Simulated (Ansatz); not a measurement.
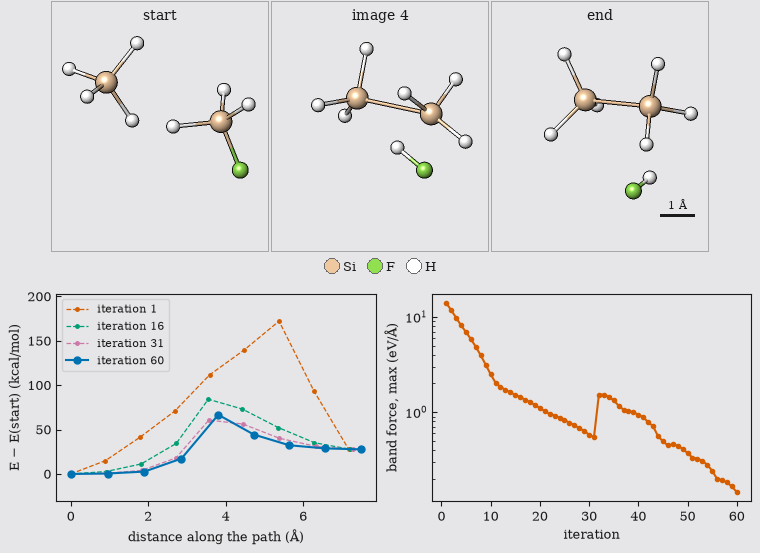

A search for the minimum-energy path of Si$_{2}$H$_{7}$F, made up at the start of SiH3F and SiH4 by the nudged elastic band. Images are numbered from 0 (start) to 8 (end). The plot follows the band through its iterations. The picture is a ball-and-stick view, seen at a tilt.

Level of theory: Ansatz 0.2.0, RKS PBE0-D4/6-31G*. Settings: 7 movable images; climbing image; force threshold 0.05 eV/Å; iteration limit 60; optimiser FIRE; largest step 0.02 Å; starting path through a guess of the saddle point.

Question: How did the profile develop, and is the result final?

Answer: The result isn't final. The band hadn't converged when the run stopped after 60 iterations. The largest component of the band force went from 14 to 0.15 eV/Å. The barrier read from it is provisional, though the highest image hardly moved in the last two iterations. The step length is far from the usual. The first iteration put the highest image at 172.2 kcal/mol. Forward barrier 66.7 kcal/mol, backward barrier 39.0 kcal/mol, with image 4 at the top; the reaction energy is +27.7 kcal/mol.

Limits of the set-up: the start holds two separate molecules, 2.9 Å apart at their closest, whose relative position is a soft coordinate.
